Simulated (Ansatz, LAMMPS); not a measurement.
**Site preference of a vacancy of Si in annealed Voronoi polycrystal of C with 5 % Si on C sites (3 grains at the start) (234 atoms)**

Aim: make a vacancy of Si at several sites of annealed Voronoi polycrystal of C with 5 % Si on C sites (3 grains at the start) (234 atoms), relax each, and compare their energies.

Calculated with Ansatz 0.2.0; Kohn-Sham DFT, RPBE, PAW (set soft_2), plane waves.

### 1. Set-up

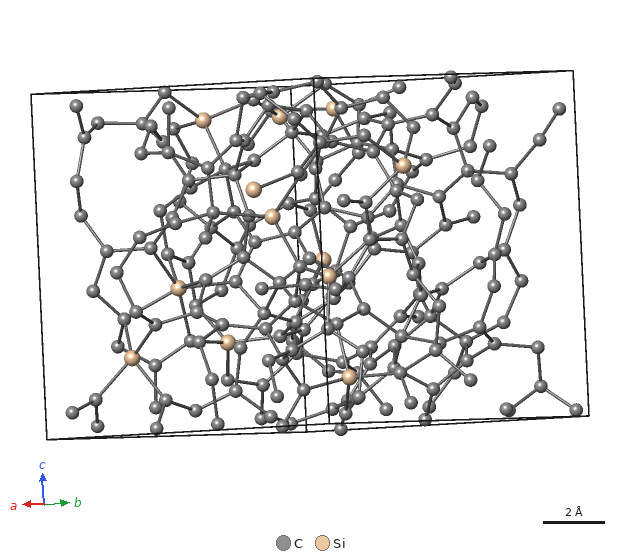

The starting structure, seen slightly off an axis (carbon grey, silicon light orange). Some periodic images of atoms are drawn too.

The cell holds 234 atoms: 222 C and 12 Si. Cell: a = 13.634 Å, b = 12.026 Å, c = 11.425 Å, α = 90.0°, β = 90.0°, γ = 90.0°. It derives from C (diamond C) and Si. 3 grains of diamond C (a = 3.566 Å), 5 % of C replaced at random by Si at random centres and orientations, cut by Voronoi cells in a periodic box, atoms closer than 1.11 Å removed; annealed 20 ps at 3040 K with the Tersoff potential (Tersoff, Phys. Rev. B 39, 5566 (1989)), cooled to 300 K. Minimised at fixed cell.

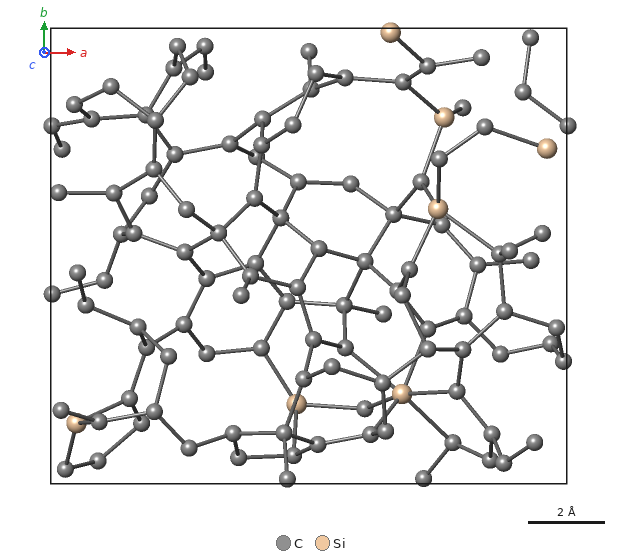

A slice 6 Å thick through the middle of the cell.

What the set-up can't give: The network of bonds at the start is that of the classical potential that made the cell, and needn't be the one that DFT or experiment would give. The Brillouin zone is sampled at Γ only, in a cell whose shortest periodic width is 11 Å.

### 2. Single point at the start

The forces at the start show how far the geometry lies from a minimum of this functional.

input.yaml reads:

```yaml
crystal:
  lattice:
    - [13.6341, 0.0, 0.0]
    - [0.0, 12.02637, 0.0]
    - [0.0, 0.0, 11.42499]
  atoms:
    - { symbol: C, position: [0.96906, 0.3071, 0.35491] }
    - { symbol: C, position: [0.04062, 0.12494, 0.17162] }
    - { symbol: C, position: [0.67264, 0.42339, 0.50158] }
    - { symbol: C, position: [0.73051, 0.33967, 0.44052] }
    - { symbol: C, position: [0.64294, 0.22092, 0.7108] }
    - { symbol: C, position: [0.64911, 0.11507, 0.64974] }
    - { symbol: Si, position: [0.68083, 0.19685, 0.4223] }
    - { symbol: C, position: [0.78738, 0.2028, 0.54034] }
    - { symbol: C, position: [0.85479, 0.10877, 0.5374] }
    - { symbol: C, position: [0.63109, 0.33619, 0.11707] }
    - { symbol: C, position: [0.82759, 0.48016, 0.30709] }
    - { symbol: C, position: [0.93067, 0.49007, 0.25822] }
    - { symbol: C, position: [0.00354, 0.28854, 0.05218] }
    - { symbol: C, position: [0.80105, 0.36776, 0.34791] }
    - { symbol: C, position: [0.87172, 0.28425, 0.31698] }
    - { symbol: C, position: [0.69642, 0.25081, 0.06589] }
    - { symbol: C, position: [0.80593, 0.24818, 0.09817] }
    - { symbol: C, position: [0.00308, 0.41638, 0.31411] }
    - { symbol: C, position: [0.05731, 0.24239, 0.16117] }
    - { symbol: C, position: [0.92075, 0.53356, 0.01839] }
    - { symbol: C, position: [0.88794, 0.28636, 0.01669] }
    - { symbol: C, position: [0.98037, 0.14036, 0.95916] }
    - { symbol: Si, position: [0.47671, 0.17462, 0.26117] }
    - { symbol: C, position: [0.3642, 0.05696, 0.41554] }
    - { symbol: C, position: [0.5178, 0.08613, 0.49761] }
    - { symbol: C, position: [0.61999, 0.10792, 0.52348] }
    - { symbol: C, position: [0.77912, 0.08996, 0.33975] }
    - { symbol: C, position: [0.47053, 0.0616, 0.37374] }
    - { symbol: C, position: [0.40186, 0.09887, 0.15521] }
    - { symbol: C, position: [0.44461, 0.99604, 0.11414] }
    - { symbol: C, position: [0.60861, 0.16444, 0.26965] }
    - { symbol: C, position: [0.65225, 0.07514, 0.20356] }
    [... 196 atom lines left out ...]
    - { symbol: C, position: [0.7531, 0.713, 0.72918] }
    - { symbol: C, position: [0.01549, 0.63895, 0.59347] }
    - { symbol: C, position: [0.95269, 0.54946, 0.55784] }
    - { symbol: C, position: [0.88916, 0.51094, 0.76052] }
    - { symbol: C, position: [0.86967, 0.50436, 0.63114] }
    - { symbol: Si, position: [0.75056, 0.60344, 0.61189] }
kpoints:
  mp_grid: { grid: [1, 1, 1] }
hamiltonian:
  xc: rpbe
scf:
  occupations: { method: fermi_dirac, width: 0.025 }
output:
  forces: true
```

Started as:

```bash
> ansatz run input.yaml --threads 4 --pin off --max-ram 8192MiB --backend cpu --events-out ev --progress --plain --runs-dir out
```

Numbers of over 12 decimals in the logs are rounded to 6 here.

The log of the run:

```text
Engine: ansatz 0.2.0, x86_64-unknown-linux-gnu
Pseudopotentials: kind: paw
Pseudopotential: C, paw, valence charge 4, recommended cutoff 420 eV (normal), C.paw.azcp
Pseudopotential: Si, paw, valence charge 4, recommended cutoff 420 eV (normal), Si.paw.azcp
Functional definition: RPBE
  parameter kappa = 0.804
  parameter beta = 0.066725
  exchange = rpbe_x(kappa = kappa, mu = beta*pi^2/3)
  correlation = pbe_c(beta = beta)
Crystal: 234 atoms, lattice volume = 1873.341 Å³
Basis set: ecut = 420 eV, 36595 PW (Γ), exchange–correlation on 192×162×160 points (8 copies of the dense FFT grid, shifted against one another)
Bands: 702, of which v1, the nominal top of the filled ones, is band 468 counted from 1 (467 counted from 0)
Symmetry: 1 space group operations
Space group: P1 (ITA 1), of the structure as read, at distance tolerance 1.2e-4 Å
k-points: 1
Non-local potential: C, projectors of the file, l = 0: 2, l = 1: 2, l = 2: 1
Non-local potential: Si, projectors of the file, l = 0: 2, l = 1: 2, l = 2: 2
PAW form: soft (Blöchl's): semilocal exchange-correlation on the pseudo side does not see the compensation charge
PAW frozen core: C, regenerated for the run's functional, and the local potential with it (the file was generated under x = pbe(κ = 0.804, μ = 0.219515), c = pbe(β = 0.066725))
PAW frozen core: Si, regenerated for the run's functional, and the local potential with it (the file was generated under x = pbe(κ = 0.804, μ = 0.219515), c = pbe(β = 0.066725))
PAW one-centre angular grid: C, 110 points (default); XC on 64 Gauss nodes
PAW one-centre angular grid: Si, 110 points (default); XC on 64 Gauss nodes
Initial density: superposition of atomic densities (neutral atoms: chi_scale 0, normalization atom), corrected by the library's trained network
Initial wavefunctions: pseudopotential atomic-orbital guess
Functional: x = rpbe, c = pbe(β = 0.066725)
SCF iter   1: F=—  HF=-63424.551958 eV  |F-HF|=—  |Δ(HF+E_count)|=         —  Δρ=1.69e-2  dr2=1.47e1  ethr=1.77e-3  ⟨swp⟩=6.0  Hψ=3148  notcnv=0  defer=102
preconditioner: auto → Resta (q_TF=auto, 2.430 Å⁻¹)  ε∞=4.6  [insulator: Δε(μ)=0.102 eV  Ē_g=13.775 eV  σ=0.025 eV  W_gap=0.77  n_scr=462 (ndim 8)  ℏωp=26.2 eV  f_vac=0.009  D(μ)=25.55/eV (n_scr^D=120)  ε∞_Penn≈4.6]
SCF iter   2: F=—  HF=-63423.469491 eV  |F-HF|=—  |Δ(HF+E_count)|=    1.08e0  Δρ=7.46e-3  dr2=2.22e0  ethr=1.57e-3  ⟨swp⟩=1.0  Hψ=808  notcnv=0  defer=116
SCF iter   3: F=—  HF=-63423.266399 eV  |F-HF|=—  |Δ(HF+E_count)|=   2.03e-1  Δρ=1.99e-3  dr2=6.63e-2  ethr=2.38e-4  ⟨swp⟩=3.0  Hψ=820  notcnv=0  defer=208
SCF iter   4: F=—  HF=-63423.268528 eV  |F-HF|=—  |Δ(HF+E_count)|=   2.13e-3  Δρ=5.40e-4  dr2=1.13e-2  ethr=7.08e-6  ⟨swp⟩=2.0  Hψ=802  notcnv=0  defer=48
automatic band count: iteration 4 solves 542 bands in place of 702: the levels show a gap, and the empty bands left out lie too high to hold charge; the band table lists the bands solved (type scf.n_extra_bands for more)
SCF iter   5: F=—  HF=-63423.269231 eV  |F-HF|=—  |Δ(HF+E_count)|=   7.03e-4  Δρ=1.48e-4  dr2=5.10e-4  ethr=1.21e-6  ⟨swp⟩=2.0  Hψ=856  notcnv=0  defer=48
SCF iter   6: F=—  HF=-63423.269677 eV  |F-HF|=—  |Δ(HF+E_count)|=   4.46e-4  Δρ=5.72e-5  dr2=1.28e-4  ethr=5.45e-8  ⟨swp⟩=2.0  Hψ=953  notcnv=0  defer=48
SCF iter   7: F=—  HF=-63423.269756 eV  |F-HF|=—  |Δ(HF+E_count)|=   7.88e-5  Δρ=2.02e-5  dr2=1.45e-5  ethr=1.37e-8  ⟨swp⟩=2.0  Hψ=760  notcnv=0  defer=48
SCF iter   8: F=—  HF=-63423.272019 eV  |F-HF|=—  |Δ(HF+E_count)|=   2.26e-3  Δρ=6.95e-6  dr2=1.61e-6  ethr=1.55e-9  ⟨swp⟩=2.0  Hψ=1018  notcnv=0  defer=48
SCF iter   9: F=—  HF=-63423.272020 eV  |F-HF|=—  |Δ(HF+E_count)|=   1.49e-6  Δρ=2.07e-6  dr2=1.62e-7  ethr=1.72e-10  ⟨swp⟩=2.0  Hψ=894  notcnv=0  defer=48
SCF iter  10: F=-63423.272020 eV  HF=-63423.272020 eV  |F-HF|=7.09e-9  |Δ(HF+E_count)|=   1.71e-7  Δρ=6.81e-7  dr2=1.70e-8  ethr=1.07e-11  ⟨swp⟩=4.0  Hψ=1593  notcnv=0
SCF 1 converged in 10 iterations: F = -63423.272020 eV  dr2 = 1.70e-8
  greatest PAW one-centre occupation: 0.695 electrons in one spin orbital (limit 2), on the C atom at site 230 (counted from 0), in its partial waves of l = 0
SCF converged after 10 iterations
Free energy (F): -63423.272020 eV
Harris-Foulkes:  -63423.272020 eV  (|F-HF|=7.09e-9)
Internal energy: -63423.152855 eV  (E = F + TS)
E sigma→0 (E₀):  -63423.212438 eV
Entropy (-TS):   -0.119165 eV (-0.509 meV/atom)
Fermi energy:    9.143743 eV
--- Per-component energies (eV) ---
  E_band       = 491.571127
  E_kinetic    = 20314.591187
  E_local      = -28368.014208  (includes V_loc(G=0)·N_el)
  E_nonlocal   = 6152.079381
  E_hartree    = 8718.291728
  E_xc         = -11279.733121
  E_vxc        = -13694.374101  (∫ρ·V_xc dr)
  E_paw        = -28420.846045  (= ΣΔE_a)
  E_vpaw       = -1349.295806  (= ΣTr[D̂ρ^β])
  E_aug_tail   = 0.001527  (compensation charges beyond the density's cutoff)
  E_ewald      = -30535.946706
  E_core_change = -3.576599  (= ΣΔE_core)
  E_smearing   = -0.119165  (= −TS)
  E_closure    = -0.000000  (closes the sum)
  Σ components = -63423.272020   (vs F -63423.272020, Δ=0.00e0)
--- Forces (eV/Å), atoms counted from 1 ---
  atom   1  C     -0.01665176     3.73851646    -0.06896934
  atom   2  C      1.42165310     1.69176672     1.22287850
  atom   3  C      1.78807484    -0.05448419     2.69423359
  atom   4  C      2.22965010     0.80785625    -2.78468198
  atom   5  C     -0.46651189    -1.21914063    -0.18696771
  atom   6  C      0.08354071     0.61975111    -1.07261700
  atom   7  Si    -0.12837362    -1.43001068    -3.12302665
  atom   8  C      1.57876677     0.17032536     3.34260989
  atom   9  C     -0.72303230    -0.87227095    -2.48528472
  atom  10  C      0.58889156     0.97844619     0.55924992
  atom  11  C      1.33797995     0.42213514    -0.92484743
  atom  12  C     -0.51926228     0.48697994    -1.13104591
  atom  13  C     -2.12723688    -1.02835971    -0.77228916
  atom  14  C     -0.45879810     1.33594555     1.04481305
[...]
atom 233  C      1.89999923    -0.84363865     0.28872092
  atom 234  Si    -0.76027529     1.11026427    -1.80029150
  max |Σ_I F_I| component: 3.95e-5 eV/Å
```

The job ended after 31 s (4 threads of Intel Xeon Platinum 8259CL at 2.50GHz (Skylake/Cascade Lake), shared host; peak memory 3.3 GiB; 1.9 min of CPU time).

The r.m.s. force at the start is 1.4 eV/Å.

(Part 1 of 3 ends here.)

[Logs are printed without paths, hosts, clocks, repeated set-up lines and the standing remarks that a program may print on its own settings, such as how far it seeks lower states.]

[Hosts, paths, dates, database ids (printed as entryN), source tags and the programs' standing remarks are cut or masked in the printed files.]
